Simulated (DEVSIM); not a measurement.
System: Schottky contact on p-type GaAs, at 400 K.

| layer (left to right) | material | thickness (μm) | Na (cm⁻³) | τn (s) | τp (s) |
|---|---|---|---|---|---|
| 1 | GaAs | 14.0 | 1.4e17 | 2.1e-9 | 2.1e-9 |
| 2 | GaAs | 2.80 | 1.9e18 | 2.1e-9 | 2.1e-9 |

Left contact: Schottky, work function 4.604 eV, emission velocity 3.2e6 cm/s. Right contact: ohmic. Voltage is applied to the left contact. Recombination: SRH at mid-gap, Auger. Mobility is constant in doping.

This is a model device: material constants are rounded textbook-type values typed into the input, and sizes, dopings and lifetimes were drawn at random. Values at 300 K; Nc and Nv go as T^1.5, mobilities as T to minus their exponent, the gap by Varshni's rule with the affinity fixed.

```csv
parameter,GaAs
gap (eV),1.424
affinity (eV),4.07
permittivity,12.9
Nc (cm⁻³),4.7e17
Nv (cm⁻³),9e18
μn (cm²/Vs),8500
μp (cm²/Vs),400
T exponent of μn,2.1
T exponent of μp,2.2
Cn (cm⁶/s),1e-30
Cp (cm⁶/s),1e-30
Varshni α (eV/K),0.000541
Varshni β (K),204
```

Model (solved in DEVSIM): 1D drift-diffusion, Boltzmann statistics, complete ionisation; no tunnelling, impact ionisation, image-force lowering or self-heating. Metal contacts follow the ideal Schottky-Mott rule: no Fermi-level pinning, no interface dipoles.

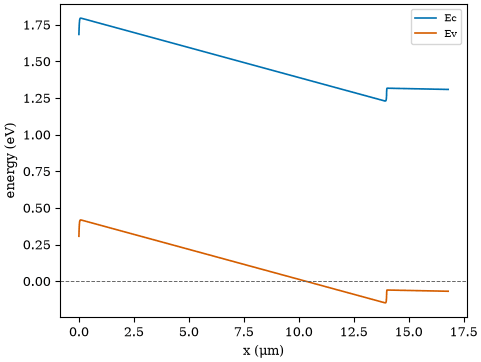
Figure. Band edges at -1.15 V on the left contact

Energies count from the Fermi level of the right contact; mesh points crowd at the junctions.

```csv
x (μm),Ec (eV),Ev (eV),n (cm⁻³),p (cm⁻³),field (V/cm)
0.000,1.684,0.307,1.3e11,3.8e15,56000
0.03251,1.782,0.405,7.6e9,8.8e16,11000
0.1089,1.795,0.417,4.8e9,1.4e17,-370
0.2884,1.788,0.410,4.8e9,1.4e17,-410
0.9519,1.760,0.383,4.7e9,1.4e17,-410
2.269,1.706,0.329,4.6e9,1.4e17,-410
5.364,1.580,0.203,4.2e9,1.4e17,-410
11.04,1.348,-0.029,5.7e9,1.4e17,-410
12.75,1.278,-0.099,2.0e10,1.4e17,-410
13.48,1.248,-0.129,4.3e10,1.4e17,-410
13.79,1.235,-0.142,6.0e10,1.4e17,-410
13.95,1.230,-0.147,7.0e10,1.5e17,690
13.99,1.263,-0.114,2.7e10,3.9e17,32000
14.02,1.317,-0.060,5.5e9,1.9e18,280
14.11,1.317,-0.060,5.3e9,1.9e18,-30
14.29,1.316,-0.061,5.0e9,1.9e18,-30
14.71,1.315,-0.062,4.2e9,1.9e18,-30
15.61,1.312,-0.065,2.4e9,1.9e18,-30
16.43,1.310,-0.067,7.8e8,1.9e18,-30
16.65,1.309,-0.068,3.1e8,1.9e18,-30
16.75,1.309,-0.068,1.0e8,1.9e18,-30
16.80,1.309,-0.068,< 1e2,1.9e18,-30
```
